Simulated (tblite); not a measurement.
Geometry relaxation of C$_{2}$H$_{6}$ClGeO

The run: geometry relaxation of C$_{2}$H$_{6}$ClGeO, multiplicity 2, SMILES C[C]([O])(Cl)[GeH3]. Method and program: GFN2-xTB geometry optimisation, gas phase (tblite 0.8.0).

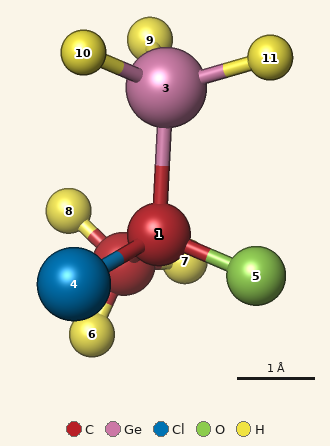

Figure 1. The starting structure (ball-and-stick view, seen at an oblique angle; atoms are numbered from 1 in the order of the input). Sticks mark near contacts. Bond lengths as drawn: C–C 1.45 Å, C–Cl 1.76 Å, C–Ge 1.92 Å, C–H 1.01 to 1.04 Å, C–O 1.39 Å and Ge–H 1.51 to 1.52 Å.

**Input file**
```
{"job": {"kind": "relax", "xc": "GFN2-xTB", "basis": "xTB"}, "charge": 0, "multiplicity": 2}
C     -2.456854    -0.558659     1.813745
C     -2.619954     0.604744     0.959525
Ge    -1.687925    -2.028376     0.844079
Cl    -1.421375    -0.132984     3.166646
O     -3.709349    -0.934314     2.295036
H     -2.640895     1.443958     1.519066
H     -3.488349     0.506624     0.392149
H     -1.805083     0.642539     0.311643
H     -1.651029    -1.677314    -0.626431
H     -0.287304    -2.267010     1.354396
H     -2.520000    -3.274767     1.069109
```

The first line tells a small driver script what to run in tblite; the rest is the geometry in Å.

Launch command:
```bash
OMP_NUM_THREADS=1 python <driver script> task.json out
```

**Log**
```
step      E/eV     max force
  0    -483.84274    6.207
  1    -484.58263    1.921
  2    -484.75109    2.175
  3    -484.85742    0.471
  4    -484.88166    0.446
  5    -484.91297    0.408
  6    -484.93501    0.394
  7    -484.95620    0.319
  8    -484.96931    0.240
  9    -484.97869    0.224
 10    -484.98595    0.240
 11    -484.99199    0.315
 12    -484.99837    0.283
 13    -485.00522    0.210
 14    -485.01232    0.256
 15    -485.01949    0.235
 16    -485.02580    0.248
 17    -485.03026    0.157
 18    -485.03287    0.162
 19    -485.03464    0.119
 20    -485.03616    0.115
 21    -485.03729    0.096
 22    -485.03806    0.074
 23    -485.03873    0.071
 24    -485.03953    0.096
 25    -485.04048    0.098
 26    -485.04146    0.109
 27    -485.04251    0.105
 28    -485.04387    0.107
 29    -485.04569    0.136
 30    -485.04783    0.147
 31    -485.04989    0.095
 32    -485.05151    0.105
 33    -485.05281    0.094
 34    -485.05408    0.078
 35    -485.05529    0.078
 36    -485.05650    0.078
 37    -485.05788    0.082
 38    -485.05918    0.087
 39    -485.06015    0.087
 40    -485.06123    0.083
 41    -485.06290    0.138
 42    -485.06514    0.156
 43    -485.06813    0.156
 44    -485.07139    0.117
 45    -485.07383    0.132
 46    -485.07723    0.243
 47    -485.08102    0.206
 48    -485.08956    0.176
 49    -485.09932    0.279
 50    -485.10246    0.197
 51    -485.10622    0.141
 52    -485.11083    0.160
 53    -485.11371    0.211
 54    -485.11956    0.207
 55    -485.12396    0.170
 56    -485.12754    0.162
 57    -485.13227    0.198
 58    -485.13678    0.175
 59    -485.14093    0.131
 60    -485.14427    0.192
 61    -485.14737    0.160
 62    -485.14950    0.112
 63    -485.15101    0.102
 64    -485.15256    0.103
 65    -485.15411    0.098
 66    -485.15529    0.094
 67    -485.15635    0.104
 68    -485.15751    0.090
 69    -485.15863    0.069
 70    -485.15937    0.064
 71    -485.15983    0.062
 72    -485.16025    0.058
 73    -485.16076    0.061
 74    -485.16130    0.076
 75    -485.16181    0.064
 76    -485.16231    0.068
 77    -485.16285    0.067
 78    -485.16337    0.058
 79    -485.16373    0.048
 80    -485.16390    0.031
 81    -485.16400    0.030
 82    -485.16414    0.034
 83    -485.16432    0.036
 84    -485.16450    0.035
 85    -485.16467    0.034
 86    -485.16484    0.045
 87    -485.16506    0.041
 88    -485.16533    0.050
 89    -485.16564    0.050
 90    -485.16591    0.047
 91    -485.16612    0.036
 92    -485.16626    0.029
 93    -485.16637    0.032
 94    -485.16647    0.030
 95    -485.16659    0.024
 96    -485.16671    0.025
 97    -485.16682    0.027
 98    -485.16691    0.024
 99    -485.16699    0.016
100    -485.16703    0.013
101    -485.16705    0.007
```

**Trajectory as extended XYZ (Å, eV, eV/Å), 9 of the 27 frames kept, from step=0 to step=101**
```
11
Properties=species:S:1:pos:R:3:forces:R:3 step=0 energy=-483.84274
C    -2.4569   -0.5587    1.8137   -5.1440  -0.4140   3.4490
C    -2.6200    0.6047    0.9595    0.6790  -0.7640  -1.6110
Ge   -1.6879   -2.0284    0.8441    0.5270  -2.0140  -0.4570
Cl   -1.4214   -0.1330    3.1666    0.8560  -0.2610   0.4810
O    -3.7093   -0.9343    2.2950    3.3930  -0.0760  -1.3320
H    -2.6409    1.4440    1.5191   -0.3060   2.8220   1.7600
H    -3.4883    0.5066    0.3921   -1.5820  -0.1600  -0.9190
H    -1.8051    0.6425    0.3116    1.5950   0.4640  -1.3710
H    -1.6510   -1.6773   -0.6264   -0.0780   0.0490   0.1490
H    -0.2873   -2.2670    1.3544   -0.0950   0.0830  -0.0790
H    -2.5200   -3.2748    1.0691    0.1550   0.2700  -0.0680
11
Properties=species:S:1:pos:R:3:forces:R:3 step=12 energy=-484.99837
C    -2.6707   -0.4921    1.8919   -0.2090   0.0960  -0.1650
C    -2.6587    0.6883    0.9383    0.0510  -0.0540   0.0370
Ge   -1.6308   -2.1276    0.8794   -0.0330   0.1610   0.0380
Cl   -1.3050   -0.2461    3.1489    0.0990   0.0120  -0.0040
O    -3.6857   -1.0286    2.3276   -0.0260   0.1170  -0.0240
H    -2.7105    1.6328    1.4833   -0.0590  -0.1520   0.0500
H    -3.5274    0.6078    0.2818    0.0900  -0.0230   0.0650
H    -1.7429    0.6843    0.3456   -0.0320   0.1020   0.0340
H    -1.6481   -1.7359   -0.5794    0.0230  -0.0280  -0.1000
H    -0.2137   -2.3300    1.3139    0.1040  -0.0990  -0.0110
H    -2.4946   -3.3285    1.0679   -0.0080  -0.1330   0.0800
11
Properties=species:S:1:pos:R:3:forces:R:3 step=24 energy=-485.03953
C    -2.7492   -0.4650    1.8500    0.0640  -0.0690   0.0200
C    -2.6814    0.7245    0.9411    0.0100   0.0270  -0.0100
Ge   -1.6031   -2.1351    0.9020   -0.0180   0.0030   0.0400
Cl   -1.2501   -0.3215    3.0651    0.0300   0.0000   0.0090
O    -3.7480   -0.9387    2.3442   -0.0320  -0.0310  -0.0450
H    -2.8074    1.6274    1.5360   -0.0530   0.0360   0.0180
H    -3.4956    0.6564    0.2221   -0.0200  -0.0100  -0.0130
H    -1.7294    0.7825    0.4205    0.0670   0.0060   0.0010
H    -1.6272   -1.8071   -0.5828   -0.0220  -0.0130  -0.0430
H    -0.1663   -2.4293    1.2530   -0.0090   0.0250  -0.0090
H    -2.4305   -3.3698    1.1477   -0.0160   0.0260   0.0310
11
Properties=species:S:1:pos:R:3:forces:R:3 step=40 energy=-485.06123
C    -2.7205   -0.4884    1.7967    0.0110   0.0390  -0.0200
C    -2.6576    0.7525    0.9562   -0.0040   0.0300  -0.0150
Ge   -1.6022   -2.1299    0.8873   -0.0080  -0.0480   0.0290
Cl   -1.2420   -0.3815    3.0532   -0.0160  -0.0030   0.0710
O    -3.7302   -0.9898    2.2494    0.0050   0.0390  -0.0090
H    -2.9548    1.6031    1.5714   -0.0020  -0.0100  -0.0280
H    -3.3725    0.6447    0.1396    0.0410   0.0190   0.0190
H    -1.6579    0.9313    0.5629   -0.0420  -0.0420   0.0300
H    -1.7645   -1.9438   -0.6128    0.0010   0.0070  -0.0460
H    -0.1421   -2.3837    1.1716   -0.0330   0.0300  -0.0630
H    -2.4439   -3.2900    1.3236    0.0470  -0.0600   0.0320
11
Properties=species:S:1:pos:R:3:forces:R:3 step=52 energy=-485.11083
C    -2.7319   -0.4680    1.7660   -0.0750  -0.0610  -0.0860
C    -2.5697    0.8147    1.0018   -0.0280  -0.0660   0.0090
Ge   -1.6423   -2.1542    0.8434   -0.1560  -0.0330   0.0140
Cl   -1.4270   -0.4842    3.1445    0.0530  -0.0950   0.0510
O    -3.7920   -1.0036    2.0469    0.0340   0.1060  -0.0370
H    -3.1394    1.5941    1.5068    0.0220   0.0250   0.0810
H    -2.9957    0.6890    0.0084    0.0280  -0.0210  -0.0660
H    -1.5262    1.1123    0.9410   -0.0210  -0.0280  -0.0610
H    -2.1709   -2.2988   -0.5844   -0.0490   0.0230   0.1000
H    -0.1382   -2.1746    0.7579    0.1250   0.0820   0.0520
H    -2.1546   -3.3024    1.6666    0.0670   0.0690  -0.0570
11
Properties=species:S:1:pos:R:3:forces:R:3 step=64 energy=-485.15256
C    -2.7837   -0.5011    1.7058    0.0010  -0.0210  -0.0120
C    -2.5175    0.7878    0.9879   -0.0150   0.0830   0.0470
Ge   -1.6705   -2.1385    0.8853   -0.0130   0.0570  -0.0650
Cl   -1.4998   -0.6415    3.1855   -0.0090   0.0370  -0.0460
O    -3.8886   -0.9336    1.9741   -0.0370  -0.0490   0.0320
H    -3.0542    1.5882    1.4969    0.0030   0.0150   0.0510
H    -2.9197    0.7043   -0.0202    0.0010  -0.0160  -0.0500
H    -1.4618    1.0358    0.9503    0.0660  -0.0790  -0.0030
H    -2.3667   -2.3303   -0.4560    0.0490  -0.0310  -0.0050
H    -0.1973   -1.9019    0.6684   -0.0300   0.0300  -0.0030
H    -1.9283   -3.3446    1.7211   -0.0150  -0.0260   0.0550
11
Properties=species:S:1:pos:R:3:forces:R:3 step=80 energy=-485.16390
C    -2.8245   -0.5081    1.7060   -0.0050   0.0030  -0.0120
C    -2.5011    0.7700    0.9900    0.0010   0.0160   0.0080
Ge   -1.6910   -2.1268    0.8758   -0.0210  -0.0120   0.0090
Cl   -1.5492   -0.6528    3.1884    0.0010   0.0050   0.0060
O    -3.9394   -0.9119    1.9744   -0.0070  -0.0290  -0.0060
H    -2.9413    1.6039    1.5362    0.0030   0.0060   0.0120
H    -2.9501    0.7293   -0.0022    0.0010   0.0170   0.0030
H    -1.4269    0.9157    0.9120    0.0060   0.0110  -0.0280
H    -2.3567   -2.3958   -0.4664   -0.0070  -0.0060   0.0040
H    -0.2495   -1.7676    0.6431    0.0240  -0.0010   0.0040
H    -1.8584   -3.3315    1.7417    0.0030  -0.0120   0.0010
11
Properties=species:S:1:pos:R:3:forces:R:3 step=92 energy=-485.16626
C    -2.8232   -0.5071    1.6936   -0.0010  -0.0090  -0.0210
C    -2.5097    0.7795    0.9875    0.0040  -0.0040   0.0070
Ge   -1.6834   -2.1355    0.8814    0.0220   0.0110  -0.0030
Cl   -1.5519   -0.6425    3.1805   -0.0110  -0.0010   0.0010
O    -3.9357   -0.9232    1.9549   -0.0050  -0.0090   0.0060
H    -2.8872    1.6098    1.5845   -0.0060   0.0000  -0.0050
H    -3.0252    0.7766    0.0268    0.0150   0.0120   0.0220
H    -1.4392    0.9025    0.8411   -0.0060  -0.0070  -0.0130
H    -2.3270   -2.4086   -0.4716    0.0010   0.0080   0.0030
H    -0.2322   -1.7818    0.6819   -0.0140  -0.0190  -0.0120
H    -1.8733   -3.3451    1.7383    0.0030   0.0180   0.0150
11
Properties=species:S:1:pos:R:3:forces:R:3 step=101 energy=-485.16705
C    -2.8273   -0.5104    1.6797    0.0000   0.0040  -0.0060
C    -2.5101    0.7838    0.9896   -0.0010  -0.0050   0.0030
Ge   -1.6780   -2.1363    0.8830    0.0010   0.0010   0.0000
Cl   -1.5639   -0.6465    3.1782   -0.0020  -0.0010   0.0010
O    -3.9397   -0.9315    1.9328    0.0040   0.0010   0.0000
H    -2.8717    1.6083    1.6040   -0.0010   0.0040   0.0000
H    -3.0362    0.8038    0.0358   -0.0040  -0.0040   0.0010
H    -1.4407    0.8976    0.8299    0.0030   0.0000   0.0010
H    -2.3307   -2.4233   -0.4621    0.0010   0.0010  -0.0010
H    -0.2284   -1.7892    0.6693    0.0030   0.0010  -0.0040
H    -1.8614   -3.3318    1.7589   -0.0040  -0.0020   0.0030
```

**Results in brief**

| quantity | value |
| --- | --- |
| outcome | converged |
| total energy | −485.1671 eV |
| hardware | 1 CPU thread, shared host |
| wall time | 1.6 s |
| peak memory | 0.18 GiB |
